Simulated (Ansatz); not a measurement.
## Fields on a plane of AlN (zinc blende)

```
CELL_PARAMETERS angstrom
      0.00000     2.18491     2.18491
      2.18491     0.00000     2.18491
      2.18491     2.18491     0.00000
ATOMIC_POSITIONS crystal
  N  0.75000 0.75000 0.75000
  Al 0.00000 0.00000 0.00000
```

The slice is a {111} plane (indices of the conventional cell) through the point (0.750, 0.750, 0.750) (fractional), spanned by u = [100] and v = [-1 2 0] in vectors of this cell: u (3.09 Å) and v (5.35 Å, at 90° to u). It covers one period; positions are fractions (u, v).

Atoms on it: N at (0.00, 0.00); N at (0.50, 0.50). Other atoms lie within 1 Å of the plane.

Level of theory: r2SCAN (plane waves to 500 eV, PAW, scalar-relativistic; Ansatz, a quantum-chemistry and plane-wave program). k mesh 13×13×13. Inside the PAW spheres the values are not all-electron values, and peaks at nuclei hang on which shells count as valence. AlN was relaxed with its symmetry unable to fall.

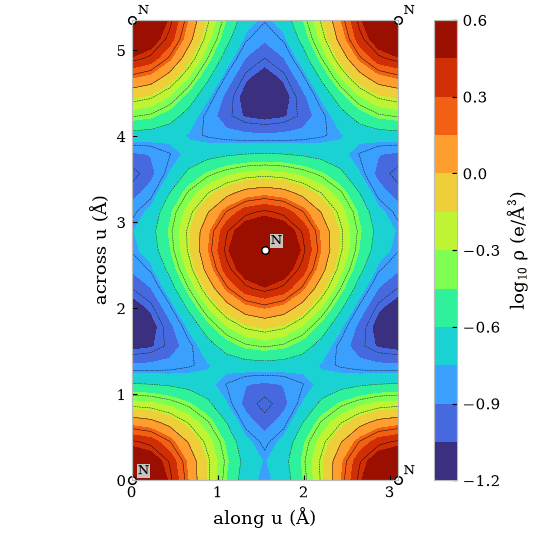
*Log₁₀ of the valence density in e/Å³, one period of the plane, atoms marked. The scale is logarithmic, as a density can span decades between atoms and voids.*

```
|xxxx###*###xxx|
|xxxx%@@%@@%xxx|
|xx-#@@@@@@@#-x|
|.:=*%@@@@@%*=:|
|   =*%@@@%*=  |
|x   =#@@@#=   |
|xx  -#%@%#-  x|
|xxx :*###*: xx|
|xx  ::xxx::  x|
|x   xxxxxxx   |
|   -xxxxxxx-  |
|:-++xxxxxxx++-|
|*###xxxxxxx###|
|%@@%xxxxxxx%@@|
|@@@@#-xxx-#@@@|
|@@@%*=:.:=*%@@|
|@@%*=     =*%@|
|@@#=   x   =#@|
|@%#-  xxx  -#%|
|##*: xxxxx :*#|
|xx::  xxx  ::x|
|xxxx   x   xxx|
|xxxx-     -xxx|
|xxxx++-:-++xxx|
```
Scale: ten equal steps from -1.00 (start of ' ') to 7.93 (end of '@'), in the order ' .:-=+*#%@'. Values: electrostatic potential energy of an electron, from the cell's mean, in eV. The map has 14 points along u (one character each, u = 0 at the left) and 24 along v (v = 0 in the bottom row). Points within 0.8 Å of a nucleus are blanked (x), as the pseudised field means little there. Values under -1 eV are set to -1. The zero, the cell's mean, hangs on the PAW cores.
